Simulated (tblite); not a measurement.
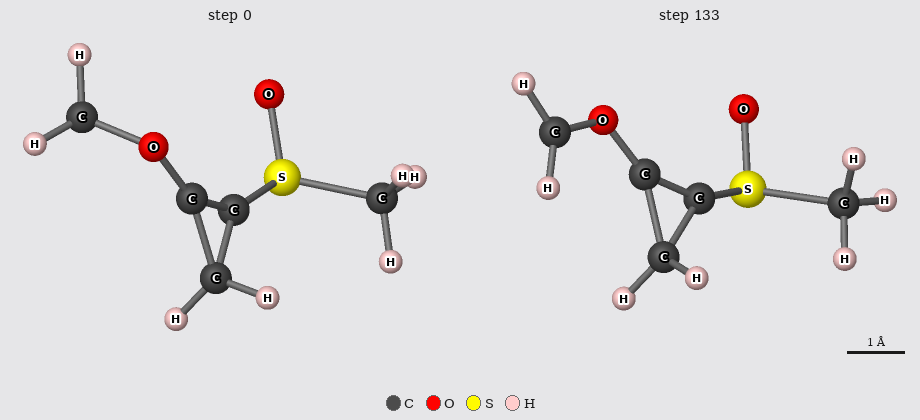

The structure of C₅H₇O₂S (multiplicity 2) before (left) and after (right) a relaxation, at one scale.

A ball-and-stick model, seen at a tilt.

These are results of GFN2-xTB geometry optimisation, gas phase in tblite, not measurements. 

Question: Describe what moved and what it gained.

Answer: The atom that moves furthest after the best rigid fit is an H atom (1.27 Å). Largest moves by element: H 1.27 Å, O 0.99 Å, C 0.71 Å, S 0.42 Å. Some distances before and after: C–O 1.377 → 1.298 Å, C–O 1.402 → 1.337 Å, C–S 1.799 → 1.860 Å, C–H 1.125 → 1.084 Å. Bond angles that change, for instance: C–S–C 109.0° → 94.2°, H–C–H 113.2° → 123.9°, C–C–H 110.7° → 118.5°. Groups turn about C–O by about 105°. The energy falls by 153.2 kJ/mol in 133 geometry steps.
